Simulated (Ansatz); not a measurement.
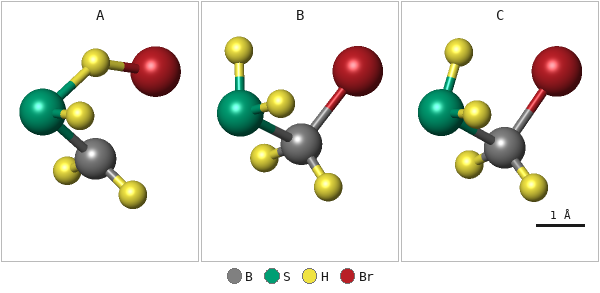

3 geometries from a converged minimum-energy path of BH$_{4}$SBr, made up of BH3S and HBr, shuffled. Style: ball-and-stick. Shown from a free direction.

All numbers below come from RKS CAM-B3LYP/def2-SVP in Ansatz. Set-up: 9 movable images; climbing image; force threshold 0.05 eV/Å; iteration limit 60; starting path through a guess of the saddle point.

Which of them lies highest in energy?

Answer. A. In order along the path, whose images run from 0 to 10: A (image 6, +67.8 kJ/mol), C (image 8, −5.1 kJ/mol), B (image 9, −13.1 kJ/mol). Breaking: Br–H (1.43 → 3.21 Å). Forming: B–Br (4.46 → 1.99 Å), H–S (2.66 → 1.35 Å).

Limits of the set-up: the start holds two separate molecules, 2.7 Å apart at their closest, whose relative position is a soft coordinate and is computed without a dispersion correction.
